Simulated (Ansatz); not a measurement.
Bands of a (8,8) ZnO nanotube, along its axis.

Method: PBE (plane waves to 420 eV, PAW; Ansatz, a program for electronic structure). Mesh 1×1×10. No spin polarisation. Isolated but for its images some 11 Å away. A hypothetical model, rolled from the flat sheet. It keeps the symmetry and period of its start, so it need not be a minimum against all distortions.

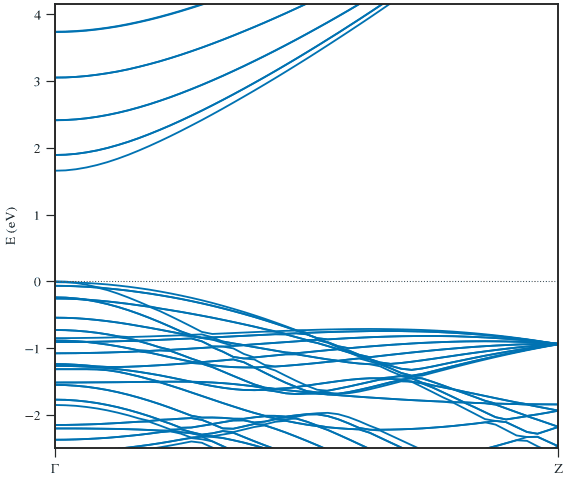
Fig. 1. Bands from the zone centre to the zone edge (period 3.28 Å); the dotted line marks the highest filled level

Q: Is it a metal or a semiconductor at this level? Give what the bands show.

A: A semiconductor in PBE.
```
Quantity                Result
--------  --------------------
PBE gap   1.66 eV, direct at Γ
```
